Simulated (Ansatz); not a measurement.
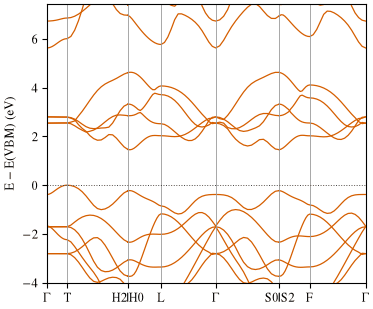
*Band structure from DFT-PBE in the program Ansatz with PAW potentials*

The gap is 1.45 eV; an edge lies off the plotted path or next to a special point (maximum at T, minimum off the standard path).

Question: Which compound is it?
A. SnSe2, R-3m (Sn on 3a, Se on 6c)
B. SiS2, R3m (Si on 3a, S on 3a, S on 3a)
C. MoS2, R3m (Mo on 3a, S on 3a, S on 3a)

Answer: C, MoS2, R3m (Mo on 3a, S on 3a, S on 3a)

The cell was relaxed with PBE under the symmetry of its start. The run is not spin-polarised. The volume moved by 23 % from the start of the relaxation. A crystal of weakly bound layers computed without a dispersion correction: the cell and the soft elastic constants depend strongly on that. Scalar-relativistic: spin–orbit coupling is off unless named, which matters more the heavier the elements.

Potentials: the later of the program's two PAW sets.
